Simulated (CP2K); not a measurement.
**AM1 run of SiHF3 (SMILES F[SiH](F)F)**

What is the energy change on altering one bond length of SiHF3 at AM1? 

Program for the calculation: CP2K 2026.2.

6 further runs of the same task are left out: 5 that didn't finish, 1 set aside as unsound or not needed.

## 1. The system as given

The species is SiHF3 (5 atoms), meant as a singlet with charge 0. SMILES: `F[SiH](F)F`. The coordinates come from a PBE0-D4/def2-TZVP relaxation.

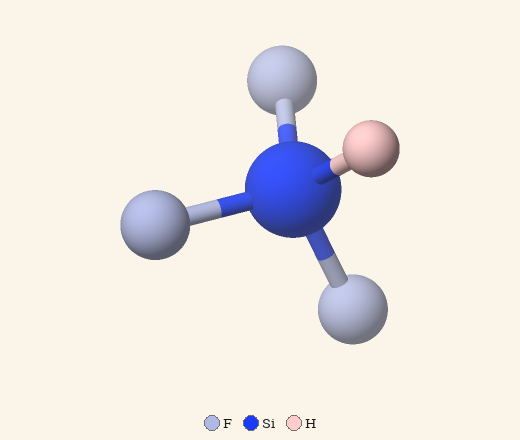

The structure, seen from a chosen angle (fluorine light blue, silicon blue, hydrogen pink).

## 2. A single-point energy at AM1

The input, job.inp:

```
&GLOBAL
 PROJECT_NAME job
 RUN_TYPE ENERGY
 PRINT_LEVEL MEDIUM
&END

&FORCE_EVAL
 METHOD QUICKSTEP
 &DFT
  CHARGE 0
  MULTIPLICITY 1
  &QS
   METHOD AM1
   EPS_DEFAULT 1.0E-10
   &SE
    &COULOMB
     CUTOFF [angstrom] 50
     RC_RANGE [angstrom] 0
    &END
    &EXCHANGE
     CUTOFF [angstrom] 50
     RC_RANGE [angstrom] 0
    &END
   &END
  &END
  &POISSON
   PERIODIC NONE
   POISSON_SOLVER ANALYTIC
  &END
  &SCF
   SCF_GUESS ATOMIC
   EPS_SCF 1.0E-06
   MAX_SCF 80
   ADDED_MOS 8
   &DIAGONALIZATION
    ALGORITHM STANDARD
   &END
   &MIXING
    METHOD DIRECT_P_MIXING
    ALPHA 0.4
   &END
  &END
  &PRINT
   &MOMENTS
    PERIODIC F
    REFERENCE COM
    MAX_MOMENT 1
   &END
   &MO ON
    ENERGIES T
    OCCUPATION_NUMBERS T
    NDIGITS 6
    &EACH
     QS_SCF 0
    &END
    ADD_LAST NUMERIC
   &END
   &HIRSHFELD OFF
   &END
  &END
 &END
 &SUBSYS
  &CELL
   ABC [angstrom] 14.1 14.5 14.3
   PERIODIC NONE
  &END
  &COORD
   F     -0.447100    -0.082200     1.491300
   Si     0.040700     0.001700    -0.001800
   F     -0.597100     1.281400    -0.657200
   F     -0.495900    -1.263300    -0.767200
   H      1.499400     0.062400    -0.065100
  &END
  &TOPOLOGY
   &CENTER_COORDINATES
   &END
  &END
 &END
&END
```

The run is started by

```
OMP_NUM_THREADS=1 cp2k.psmp -i job.inp -o job.out
```

The program printed:

```text
CP2K| version string:                                       CP2K version 2026.2
[...]
 GLOBAL| Method name                                                        CP2K
[...]
 GLOBAL| Run type                                                         ENERGY
[...]
 *** WARNING in qs_environment.F:2210 :: More added MOs requested than     ***
 *** available. The full set of unoccupied MOs will be used. Use           ***
 *** 'ADDED_MOS -1' to always use all available MOs and to get rid of this ***
[...]
                             - Atoms:                                          5
[...]
                             - Spherical basis functions:                     17
[...]
 Number of electrons:                                                         26
[...]
     1 P_Mix/Diag. 0.40E+00    0.0     0.75983294       -53.7682481184 -5.38E+01
[...]
    15 DIIS/Diag.  0.25E-06    0.0     0.00000053       -57.2824821335 -2.55E-11
  *** SCF run converged in    15 steps ***
  Core-core repulsion energy [eV]:                           1572.22380636565003
  Core Hamiltonian energy [eV]:                             -2671.17999397759422
  Two-electron integral energy [eV]:                         -919.55884395988971
  Electronic energy [eV]:                                   -3130.95941595753948
  Total energy [eV]:                                        -1558.73560959188922
  Atomic reference energy [eV]:                              1546.68695285872559
  Heat of formation [kcal/mol]:                              -277.84864691914890
[...]
 SE_DIPOLE| Moment [Debye]         -1.11041500      -0.04629430       0.04877598
 SE_DIPOLE| Derivative [a.u.]       0.00000000       0.00000000       0.00000000
 ENERGY| Total FORCE_EVAL ( QS ) energy [hartree]            -57.282482133532817
[...]
```

Wall time 0.28 s (1 thread of Arm Neoverse V1, shared host).

## 3. The distorted shape at the same level

The input, run.inp:

```
&GLOBAL
    PROJECT_NAME run
    RUN_TYPE ENERGY
    PRINT_LEVEL MEDIUM
&END GLOBAL

&FORCE_EVAL
    METHOD QUICKSTEP
    &DFT
        &QS
            METHOD AM1
            EPS_DEFAULT 1.0E-10
            &SE
                &COULOMB
                    CUTOFF [angstrom] 50
                    RC_RANGE [angstrom] 0
                &END COULOMB
                &EXCHANGE
                    CUTOFF [angstrom] 50
                    RC_RANGE [angstrom] 0
                &END EXCHANGE
            &END SE
        &END QS
        &POISSON
            PERIODIC NONE
            POISSON_SOLVER ANALYTIC
        &END POISSON
        &SCF
            SCF_GUESS ATOMIC
            EPS_SCF 1.0E-06
            MAX_SCF 80
            ADDED_MOS 8
            &DIAGONALIZATION
                ALGORITHM STANDARD
            &END DIAGONALIZATION
            &MIXING
                METHOD DIRECT_P_MIXING
                ALPHA 0.4
            &END MIXING
        &END SCF
        &PRINT
            &MOMENTS
                PERIODIC F
                REFERENCE COM
                MAX_MOMENT 1
            &END MOMENTS
            &MO ON
                ENERGIES T
                OCCUPATION_NUMBERS T
                NDIGITS 6
                &EACH
                    QS_SCF 0
                &END EACH
                ADD_LAST NUMERIC
            &END MO
            &HIRSHFELD OFF
            &END HIRSHFELD
        &END PRINT
    &END DFT
    &SUBSYS
        &CELL
            ABC 14.6 16.1 15.2
            PERIODIC NONE
        &END CELL
        &COORD
            F      0.196830     1.435823     2.409794
            Si     0.684630     1.519723     0.916694
            F      0.046830     2.799423     0.261294
            F     -0.495900    -1.263300    -0.767200
            H      2.143330     1.580423     0.853394
        &END COORD
        &TOPOLOGY
            &CENTER_COORDINATES
            &END CENTER_COORDINATES
        &END TOPOLOGY
    &END SUBSYS
&END FORCE_EVAL
```

The run is started by

```
OMP_NUM_THREADS=1 cp2k.psmp -i run.inp -o run.out
```

The program printed:

```text
CP2K| version string:                                       CP2K version 2026.2
[...]
 GLOBAL| Method name                                                        CP2K
[...]
 GLOBAL| Run type                                                         ENERGY
[...]
 *** WARNING in qs_environment.F:2210 :: More added MOs requested than     ***
 *** available. The full set of unoccupied MOs will be used. Use           ***
 *** 'ADDED_MOS -1' to always use all available MOs and to get rid of this ***
[...]
                             - Atoms:                                          5
[...]
                             - Spherical basis functions:                     17
[...]
 Number of electrons:                                                         26
[...]
     1 P_Mix/Diag. 0.40E+00    0.0     0.79375453       -54.0000511156 -5.40E+01
[...]
    22 DIIS/Diag.  0.92E-07    0.0     0.00000098       -57.0007688708 -8.17E-13
  *** SCF run converged in    22 steps ***
  Core-core repulsion energy [eV]:                           1257.27890885034640
  Core Hamiltonian energy [eV]:                             -2654.76035470359420
  Two-electron integral energy [eV]:                         -307.17671201601627
  Electronic energy [eV]:                                   -2808.34871071160205
  Total energy [eV]:                                        -1551.06980186125566
  Atomic reference energy [eV]:                              1546.68695285872559
  Heat of formation [kcal/mol]:                              -101.07090707066435
[...]
 SE_DIPOLE| Moment [Debye]         -3.11627234      -4.94956715      -2.92322621
 SE_DIPOLE| Derivative [a.u.]       0.00000000       0.00000000       0.00000000
 ENERGY| Total FORCE_EVAL ( QS ) energy [hartree]            -57.000768870765896
[...]
```

Wall time 0.26 s (1 thread of Arm Neoverse V1, shared host).

## 4. Outcome

At AM1:

```
                                                          quantity            value
                                         first shape: total energy     -57.28248 Eh
                                        first shape: dipole moment           1.11 D
                                          first shape: HOMO energy        -12.06 eV
                                          first shape: LUMO energy          1.12 eV
                                        first shape: HOMO–LUMO gap         13.18 eV
                                    first shape: heat of formation  -277.8 kcal/mol
                                     distorted shape: total energy     -57.00077 Eh
                                    distorted shape: dipole moment           6.54 D
                                      distorted shape: HOMO energy         -8.61 eV
                                      distorted shape: LUMO energy         -3.17 eV
                                    distorted shape: HOMO–LUMO gap          5.44 eV
                                distorted shape: heat of formation  -101.1 kcal/mol
energy change with the Si2–F4 bond stretched from 1.573 to 3.460 Å         7.666 eV
```

In words: One bond (distorted shape) is far stretched, which a spin-restricted single reference describes badly. With the Si2–F4 bond stretched from 1.573 to 3.460 Å the energy rises by 7.67 eV (740 kJ/mol). The first shape isn't relaxed at this level, so the change isn't measured from a minimum. A restricted reference can't describe the breaking bond well at this length.
